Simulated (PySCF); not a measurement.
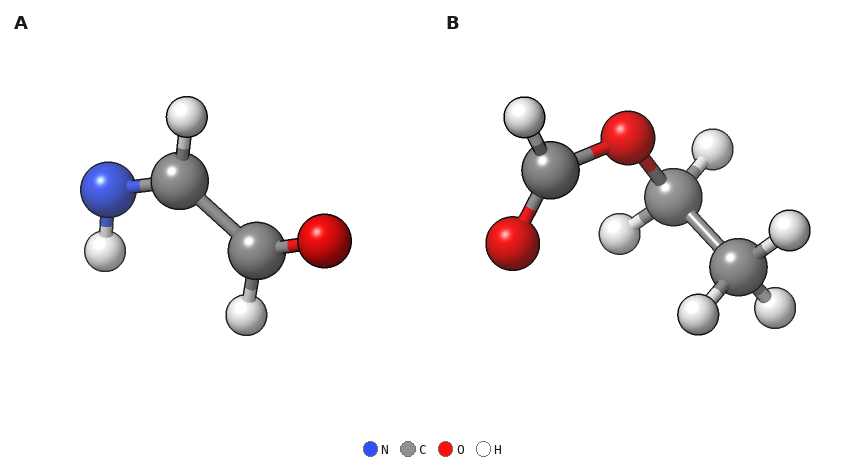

Two related species, optimised with GFN2-xTB; properties computed with PySCF 2.14.0. Both: charge 0, singlet.

### Identify both.

A is C2H3NO ([H]/N=C\C=O), B is C3H6O2 (CCOC=O).

Compare them. With PBE0/pcSseg-1: dipole moment (D), HOMO–LUMO gap (eV), HOMO energy (Kohn–Sham orbital) (eV).

```csv
quantity,A,B
dipole moment (D),1.71,2.06
HOMO–LUMO gap (eV),5.16,8.50
HOMO energy (Kohn–Sham orbital) (eV),−7.75,−8.22
```

Each is one conformer, and no frequency run is at hand to confirm it as a minimum.
